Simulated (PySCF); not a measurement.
Atomic calculation for Ag³⁺

- system: Ag³⁺, configuration 1s2 2s2 2p6 3s2 3p6 3d10 4s2 4p6 4d8, multiplicity 3.
- method: unrestricted LDA, x2c-TZVPall, spin-free X2C-1e, Gaussian nucleus (PySCF)

### Log (extracts)
```
damping factor = 0
level_shift factor = 0.1
DIIS = <class 'pyscf.scf.diis.CDIIS'>
diis_start_cycle = 1
diis_space = 10
diis_damp = 0
SCF conv_tol = 1e-09
SCF conv_tol_grad = None
number electrons alpha = 23  beta = 21
irrep_nelec {'Ag': (8, 6), 'B1g': (2, 2), 'B2g': (2, 2), 'B3g': (2, 2), 'Au': (0, 0), 'B1u': (3, 3), 'B2u': (3, 3), 'B3u': (3, 3)}
XC functionals = LDA,VWN
    P. A. M. Dirac.,  Math. Proc. Cambridge Philos. Soc. 26, 376 (1930)
    F. Bloch.,  Z. Phys. 57, 545 (1929)
    S. H. Vosko, L. Wilk, and M. Nusair.,  Can. J. Phys. 58, 1200 (1980)
alpha HOMO (B2g) = -0.525895107728914  LUMO (Ag) = -0.527472367988425

WARN: HOMO -0.52354094899953 >= LUMO -0.633945084513417

cycle= 1 E= -5263.56585233347  delta_E= -33.8  |g|= 21.2  |ddm|= 20.4
alpha HOMO (B1g) = -6.70142255821759  LUMO (Ag) = -3.3277281536941

WARN: HOMO -6.68848322240922 >= LUMO -6.69577924056653

cycle= 2 E= -5291.76257302341  delta_E= -28.2  |g|= 11.6  |ddm|= 10.5
alpha HOMO (B1g) = -1.81848787313969  LUMO (Ag) = -1.19066889253219
  HOMO = -1.78774237727  LUMO = -1.71529542526  gap/eV = 1.97138
cycle= 3 E= -5307.33200021338  delta_E= -15.6  |g|= 1.26  |ddm|=  6.5
alpha HOMO (B2g) = -1.50986476697008  LUMO (Ag) = -1.00995968206904
  HOMO = -1.47163435245  LUMO = -1.36205463526  gap/eV = 2.98182
cycle= 4 E= -5307.43214361097  delta_E= -0.1  |g|= 0.418  |ddm|= 0.531
alpha HOMO (B2g) = -1.62132338070493  LUMO (Ag) = -1.05407933260959
  HOMO = -1.58298940314  LUMO = -1.47233476812  gap/eV = 3.01107
cycle= 5 E= -5307.45849275433  delta_E= -0.0263  |g|= 0.0381  |ddm|= 0.173
alpha HOMO (B1g) = -1.62767598779655  LUMO (Ag) = -1.05985711662838
  HOMO = -1.58926908635  LUMO = -1.47819383273  gap/eV = 3.02251
cycle= 6 E= -5307.458607327  delta_E= -0.000115  |g|= 0.00467  |ddm|= 0.0098
alpha HOMO (B2g) = -1.62798309615687  LUMO (Ag) = -1.05965104693929
  HOMO = -1.58957998267  LUMO = -1.47850725917  gap/eV = 3.02244
cycle= 7 E= -5307.45861059653  delta_E= -3.27e-06  |g|= 8.39e-05  |ddm|= 0.00206
alpha HOMO (B1g) = -1.62791374640179  LUMO (Ag) = -1.05960292612821
  HOMO = -1.58951109809  LUMO = -1.47843581898  gap/eV = 3.02251
cycle= 8 E= -5307.45861060003  delta_E= -3.5e-09  |g|= 6.4e-06  |ddm|= 6.28e-05
alpha HOMO (B2g) = -1.62791348775054  LUMO (Ag) = -1.05960267211515
  HOMO = -1.58951090217  LUMO = -1.47843503713  gap/eV = 3.02253
cycle= 9 E= -5307.45861060005  delta_E= -2.09e-11  |g|= 5.12e-07  |ddm|= 4.26e-06
converged SCF energy = -5307.45861060005  <S^2> = 2.0002244  2S+1 = 3.0001496
```

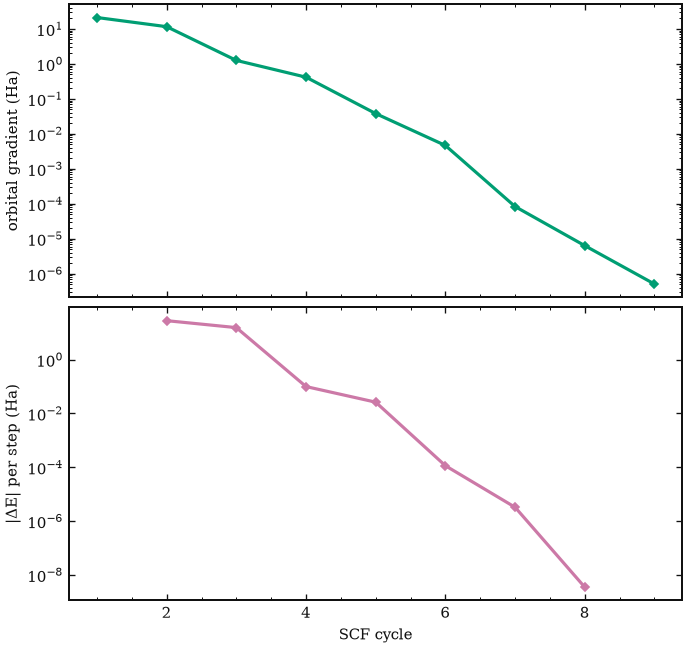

Fig. 1: Convergence: orbital gradient and change of the energy from step to step (the smallest changes aren't drawn) against the SCF cycle. The residual falls at every step. It goes from 21 to 5.1×10⁻⁷ in 9 steps.

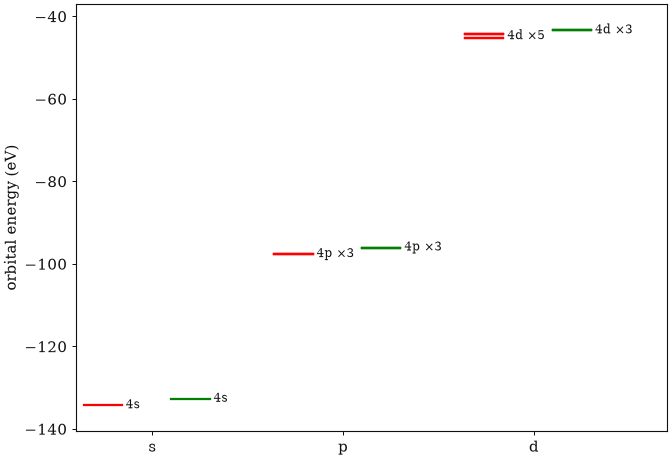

Fig. 2: Orbital energies of the mean field, from the top down to −134.2 eV, by angular momentum, α spin at the left of each column and β at the right; ×n counts the orbitals under one label. The highest filled orbital is 4d β at −43.3 eV, the lowest empty one d β at −40.2 eV.

### Input
```python
from pyscf import gto, scf, dft, mp, cc
import basis_set_exchange as bse
mol = gto.M(atom="Ag 0 0 0", charge=3, spin=2, symmetry="D2h",
            basis=gto.basis.parse(bse.get_basis("x2c-TZVPall", elements=["Ag"], fmt="nwchem", header=False)),
            nucmod="G")
mf = dft.UKS(mol, xc="LDA,VWN").sfx2c1e()
mf.irrep_nelec = {'Ag': (8, 6), 'B1g': (2, 2), 'B2g': (2, 2), 'B3g': (2, 2), 'B1u': (3, 3), 'B2u': (3, 3), 'B3u': (3, 3)}
mf.kernel()
```

The script is an equivalent of what the driver set up; the driver computed the properties (radii, ⟨L²⟩, response) afterwards. It also set what the script leaves out: max_cycle = 50, level_shift = 0.1, guess = 1e. It held the occupations shell by shell, which the script's counts by irreducible representation don't always enforce.

The run was one of a batch that the task file lists, launched with:
```bash
OMP_NUM_THREADS=1 python <driver script> TASK.json OUT
```

### Results in brief

```
      quantity                                                                 value
       outcome                                                             converged
  total energy                                                    −5307.4586 hartree
          ⟨S²⟩                                                                 2.000
          ⟨L²⟩                                                                 12.00
SCF iterations                                                                     9
      hardware  1 thread of Arm Neoverse V2, 23 GiB of memory available, shared host
     wall time                                                                 1.1 s
```

### Remarks

Limits: level shift left on, which raises the virtual orbital energies.
